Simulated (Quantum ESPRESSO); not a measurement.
# Wannier-interpolated electron–phonon scattering in Rh (Fm-3m), part 2 of 2

How strongly do phonons scatter the electrons of Rh (Fm-3m), and how dense must the meshes be?

Quantum ESPRESSO 7.5; DFT PBE, scalar-relativistic, plane waves, PseudoDojo 0.4.1 norm-conserving pseudopotentials.

So far. Step 11 (Resistivity: fine k 32×32×32, q 16×16×16, adaptive …): ρ(300 K) = 4.60 μΩ cm, against 6.04 before (-24 %); the relaxation-time start gave 4.44. The largest adaptive width printed is 0.53 eV, against a window of 0.32 eV outside which no state is counted.

## 12. Coupling and Tc: fine k 32×32×32, q 16×16×16, width 0.1 eV, window 0.41 eV (continued)

The a2F has structure finer than the step of the table below, so its rows give means over 2.5 meV, whole bins alone (the curve runs from 0.064 to 32.0 meV). Peaks (meV: height): 21.68: 0.466, 27.34: 0.595.

The a2F by phonon energy; means over each step:

| phonon energy (meV) | a2F |
| --- | --- |
| 2.5 | 3.6e-4 |
| 5.0 | 0.00119 |
| 7.5 | 0.00446 |
| 10.0 | 0.0100 |
| 12.5 | 0.0284 |
| 15.0 | 0.0815 |
| 17.5 | 0.235 |
| 20.0 | 0.362 |
| 22.5 | 0.422 |
| 25.0 | 0.228 |
| 27.5 | 0.427 |
| 30.0 | 0.0148 |

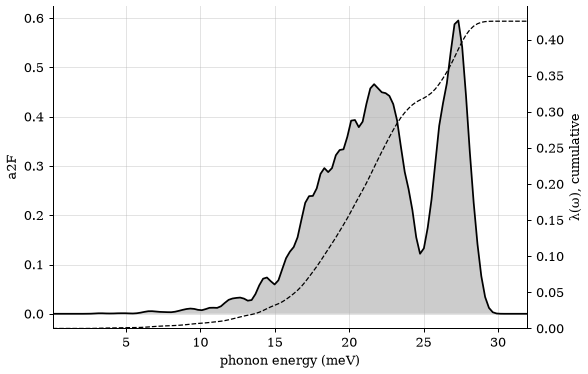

A2F, plotted against phonon energy. The dashed line is the running λ.

Tc lies where the eigenvalue is 1; mu* = 0.13. Eigenvalue against temperature:

| T (K) | largest eigenvalue of the linearised gap equation |
| --- | --- |
| 0.5 | 1.297 |
| 1 | 1.098 |
| 2 | 0.9004 |
| 4 | 0.7055 |
| 8 | 0.5134 |
| 16 | 0.3281 |
| 32 | 0.1562 |

λ = 0.423 and ħω_log = 20.9 meV, against 0.415 and 20.9 with fine k 20×20×20, q 10×10×10, width 0.15 eV (+2 % in λ). The eigenvalue passes 1 near 1.4 K.

## 13. Coupling and Tc: fine k 32×32×32, q 16×16×16, width 0.05 eV, window 0.3 eV

The sum is repeated with other delta width and window to test it.

File a2f-3.in:

```
--
&inputepw
   prefix = 'x'
   outdir = './tmp'
   dvscf_dir = './save'
   elph = .true.
   etf_mem = 1
   nbndsub = 9
   bands_skipped = 'exclude_bands = 1-4'
   use_ws = .true.
   vme = 'wannier'
   asr_typ = 'crystal'
   nk1 = 8
   nk2 = 8
   nk3 = 8
   nq1 = 4
   nq2 = 4
   nq3 = 4
   amass(1) = 102.9055
   epwwrite = .false.
   epwread = .true.
   wannierize = .false.
   nkf1 = 32
   nkf2 = 32
   nkf3 = 32
   nqf1 = 16
   nqf2 = 16
   nqf3 = 16
   mp_mesh_k = .true.
   ephwrite = .true.
   eliashberg = .true.
   liso = .true.
   limag = .true.
   tc_linear = .true.
   tc_linear_solver = 'lapack'
   fsthick = 0.3
   degaussw = 0.05
   degaussq = 0.5
   nqstep = 500
   muc = 0.13
   wscut = 0.3
   nsiter = 500
   nstemp = 7
   temps = 0.5 1.0 2.0 4.0 8.0 16.0 32.0
/
```

Started as:

```console
OMP_NUM_THREADS=1 mpirun -n 8 epw.x -nk 8 -in a2f-3.in > a2f-3.out
```

The job ended after 27 min (8 MPI ranks of Arm Neoverse N1, shared host).

Numbers from this step:

```
coupling constant λ                  : 0.4476
log mean phonon energy ħω_log        : 20.94 meV
density of states at the Fermi level : 0.7242 states/eV a spin and cell
```

The a2F has structure finer than the step of the table below, so its rows give means over 2 meV, whole bins alone (the curve runs from 0.064 to 32.0 meV). Peaks (meV: height): 21.7: 0.474, 27.3: 0.646.

The a2F by phonon energy; means over each step:

| phonon energy (meV) | a2F |
| --- | --- |
| 2 | 1.6e-4 |
| 4 | 9.6e-4 |
| 6 | 0.00313 |
| 8 | 0.00561 |
| 10 | 0.0102 |
| 12 | 0.0262 |
| 14 | 0.0506 |
| 16 | 0.129 |
| 18 | 0.289 |
| 20 | 0.381 |
| 22 | 0.449 |
| 24 | 0.269 |
| 26 | 0.396 |
| 28 | 0.388 |
| 30 | 0.00836 |

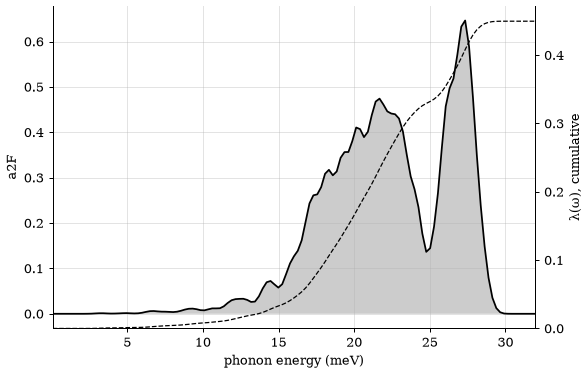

A2F, plotted against phonon energy. The dashed line is the running λ.

λ = 0.448 and ħω_log = 20.9 meV, against 0.423 and 20.9 with fine k 32×32×32, q 16×16×16, width 0.1 eV (+6 % in λ). The eigenvalue passes 1 near 1.9 K.

## 14. Results

| Property | Result |
| --- | --- |
| Wannier functions, band error | 9 functions; 8 meV r.m.s. |
| coupling constant λ, fine k 32×32×32, q 16×16×16, width 0.1 eV, window 0.41 eV | 0.423 |
| ħω_log | 20.9 meV |
| Tc at μ* = 0.13, Allen–Dynes | 0.68 K |
| resistivity at 300 K, 24×24×24 | 6.04 μΩ cm |
| resistivity at 300 K, 32×32×32 | 4.60 μΩ cm |

Step 12: The coupling constant from the curve is λ = 0.43; modes below 21.7 meV give half. Step 13: Twice the integral of α²F/ω over this curve gives λ = 0.45, half of it from below 21.7 meV. Step 13: The most distinct maxima of the a2F lie at 21.7 and 27.3 meV, the highest at 27.3 meV. On the finest meshes run, Rh (Fm-3m) has λ = 0.42 and a phonon-limited resistivity of 4.60 μΩ cm at 300 K. The last refinement of the mesh moved the resistivity by 24 %, so it is not converged, and no rank of the meshes against a measured value means much. On the finest mesh the adaptive width still reaches 0.53 eV against a window of 0.32 eV; the window, which cuts off final states, was not widened. N(E_F) runs from 0.58 to 0.72 states/eV a spin over these sums; λ is quoted for fine k 32×32×32, q 16×16×16, width 0.1 eV. The Eliashberg Tc is interpolated in log T between temperatures a factor of two apart, and its μ* acts up to a cut-off of 0.3 eV, so it weighs less than the same number in Allen and Dynes's formula. The relaxed volume lies +2.7 % from the database entry, which shifts the phonons and with them λ and ρ. Over the sums on sound settings, λ spans 0.415 to 0.448, and the Allen–Dynes Tc 0.59 to 0.98 K. Between 150 and 500 K the resistivity rises by a factor of 3.24, against 3.33 for a straight line through the origin; phonon scattering should fall faster than that line on cooling, so the temperature dependence is not converged. The rows at 150, 200, 273, 300, 400 and 500 K moved by more than 10 % in the last refinement. The Sommerfeld coefficient follows from γ = (π²/3) k_B² N(E_F)(1 + λ), with twice the density of states a spin that EPW reads on the fine mesh at this width. Measured: transition temperature: 0.000325 K (bulk, normal pressure; compiled value; quoted in “List of superconductors”, 2026, Wikipedia's table of superconducting elements, as read in December); Allen and Dynes's formula gives 0.68 K at μ* = 0.13, a miss by a large factor whose cause these runs do not show; μ* is typed and spin fluctuations are left out. The q mesh of ph.x (4×4×4), the k mesh and smearing of the ground state (12×12×12) and EPW's coarse k mesh (8×8×8) were not varied. Only scattering by harmonic phonons counts; impurities, grain boundaries and thermal expansion are left out, and μ* is typed.

Computed beside measured:

| quantity | measured | 24×24×24 | 32×32×32 | k 20×20×20, 0.15 eV | k 32×32×32, 0.1 eV | k 32×32×32, 0.05 eV |
| --- | --- | --- | --- | --- | --- | --- |
| resistivity at 273 K (computed: phonon part alone) (μΩ cm) | 4.3 | 5.59 (+29.9 %) | 4.18 (-2.9 %) | - | - | - |
| Sommerfeld coefficient γ (per mole of Rh) (mJ/(mol K²)) | 4.9 | - | - | 3.84 (-21.7 %) | 4.86 (-0.7 %) | 4.94 (+0.9 %) |

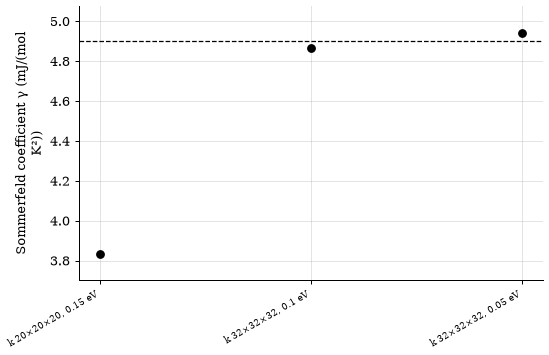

The Sommerfeld coefficient γ by level; the dashed line is the measured value.

Measured values from CRC Press, section 12, read from Wikipedia's data page (2003) and NBS Monograph 21, table 3 (1960).

How well it matches: For the resistivity at 273 K, of the levels listed nearest comes 32×32×32 (-2.9 %, good agreement) and farthest 24×24×24 (+29.9 %, a clear miss). For the Sommerfeld coefficient γ, of the levels listed nearest comes k 32×32×32, 0.1 eV (-0.7 %, good agreement) and farthest k 20×20×20, 0.15 eV (-21.7 %, a clear miss). Limits of convergence are named above.

[The logs of pw.x and epw.x are selected lines.]

[Logs are printed without paths, hosts, clocks, repeated set-up lines and the standing remarks that a program may print on its own settings, such as how far it seeks lower states.]

[Hosts, paths, dates, database ids (printed as entryN), source tags and the programs' standing remarks are cut or masked in the printed files.]
